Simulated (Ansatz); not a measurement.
The reference is GaN in the zinc blende structure (space group F-43m, No. 216; a = 4.549 Å).

The same geometry is solved again with r2SCAN.

Levels (all Ansatz, a program for electronic structure, PAW): r2SCAN (500 eV, no spin-orbit coupling); PBE (420 eV, no spin-orbit coupling).

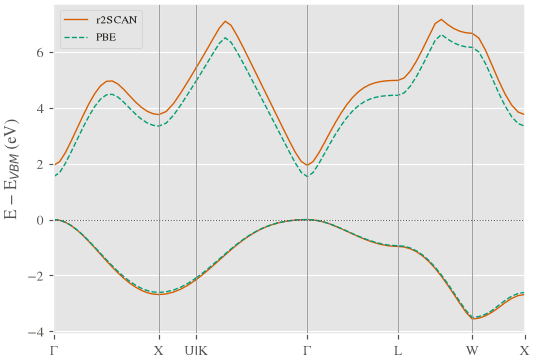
Highest valence and lowest conduction band along the path, each from its own valence-band maximum

**Question.** From the figure, how large is the r2SCAN gap, and is it direct?

**Answer.** About 1.9 eV, direct at Γ.

Single points use the geometry relaxed with PBE. Whether these cells are dynamically stable was not tested. This is not the structure that GaN has at room temperature and ambient pressure.
